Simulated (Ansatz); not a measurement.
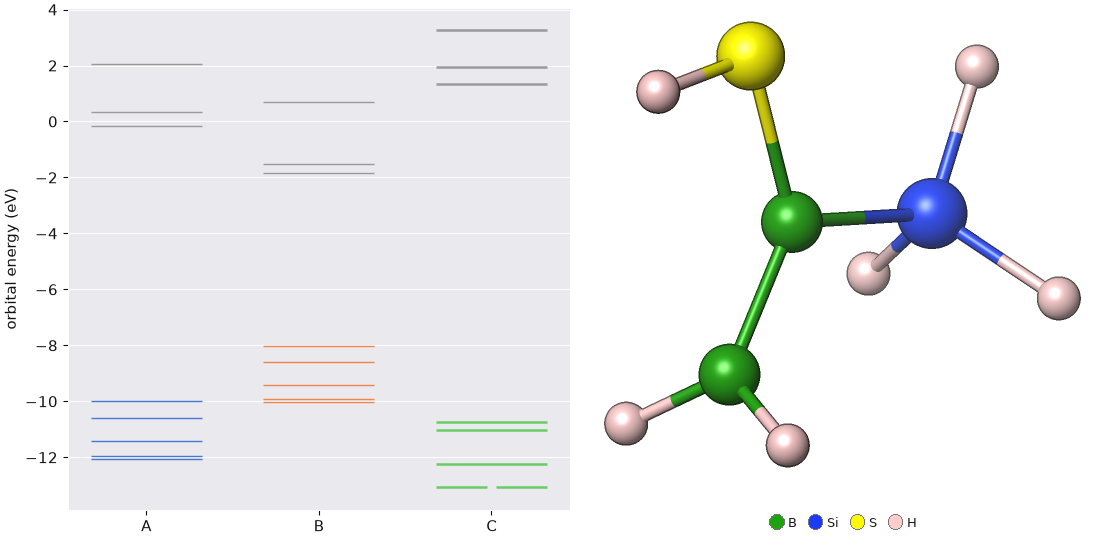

Frontier orbital energies of B₂SiH₆S, SMILES BB([SiH3])S at one geometry, def2-TZVPP, the Ansatz code 0.2.0, at a PBE0-D4/def2-TZVP geometry (a minimum by its frequencies). Empty levels are grey, levels within 0.1 eV stand side by side; all columns show the same few orbitals around the gap.

The columns come from HF, r2SCAN0 and ωB97M-V. Which is which?

A: ωB97M-V (HOMO −9.99, LUMO −0.15, separation 9.84 eV)
B: r2SCAN0 (HOMO −8.02, LUMO −1.83, separation 6.18 eV)
C: HF (HOMO −10.72, LUMO 1.35, separation 12.07 eV)

Limits of at least one run: empty levels above zero depend strongly on the basis.
